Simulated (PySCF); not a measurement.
ClLaO (charge −1)

Input file:

```
mol = gto.M(atom='''
La     0.34075     0.00000    -0.36124
O      2.15659     0.00000     0.57911
Cl    -2.29439     0.00000     0.92014''',
    basis={'La': 'lcecp-0-SVP', 'O': 'def2-SVP', 'Cl': 'def2-SVP'},
    ecp={'La': 'lcecp-0-SVP'},
    charge=-1, spin=0)
mf = dft.RKS(mol, xc='PBE0')
mf.grids.atom_grid = (75, 302)  # f atoms: at least (60, 302), unpruned
mf = mf.density_fit()  # La AutoAux, O def2-universal-JKFIT, Cl def2-universal-JKFIT
mf.conv_tol = 1e-09; mf.max_cycle = 55
mf.kernel(dm0)
```

Run with:

```sh
OMP_NUM_THREADS=2 python run.py
```

Core potentials replace the inner electrons of La.

These are results of RKS PBE0, La lcecp-0-SVP with ECP47, O def2-SVP, Cl def2-SVP; non-relativistic Hamiltonian with scalar-relativistic core potentials where named; density fitting (PySCF 2.14.0), not measurements.

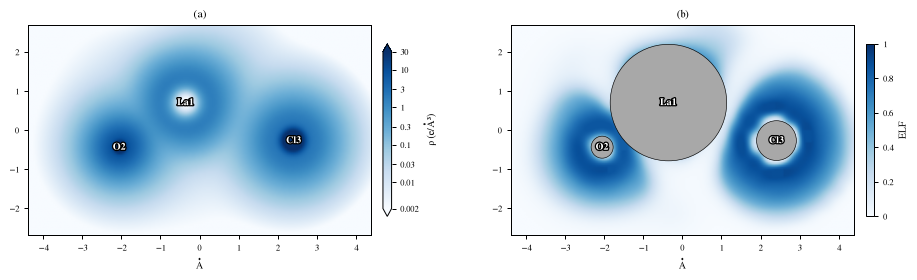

Figure 1. (a) electron density; (b) ELF on the molecular plane. Grey discs cover the atomic cores in the ELF map.

Interpret the plot.

The section cuts through La, O and Cl sites. La–O (2.04 Å): ρ is about 0.88 e/Å³ halfway; the ELF is about 0.40 at the midpoint; an ionic contact with no shared pair. La–Cl (2.93 Å): the density is about 0.21 e/Å³ at the midpoint; the ELF peaks at about 0.85 in the valence shell of Cl, 0.9 Å from its nucleus, and drops to about 0.10 between the two atoms: an ionic contact with no shared pair.

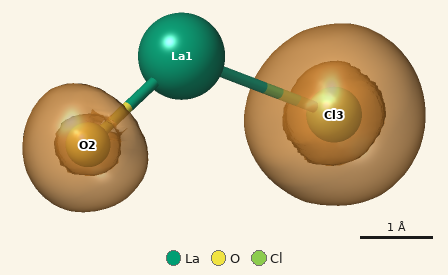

Figure 2. Isosurface of the ELF at 0.75 (orange), seen at an oblique angle. Core shells and regions of very low density are left out.

Describe the localisation domains.

The surface consists of one region wrapped around Cl (its valence shell) and one region wrapped around O (its valence shell).

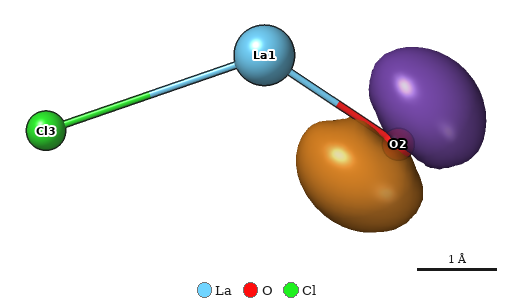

Figure 3. The HOMO−1 at ±0.2 Å⁻³ᐟ² (orange and purple are the two phases), seen at a tilt.

Where does this orbital lie, and at what energy?

Its weight (Hirshfeld) is mainly on O2 (about 80 %) and La1 (about 20 %); it is symmetric in the molecular plane (an in-plane orbital: σ, lone-pair or in-plane π type). Its energy is −0.79 eV.
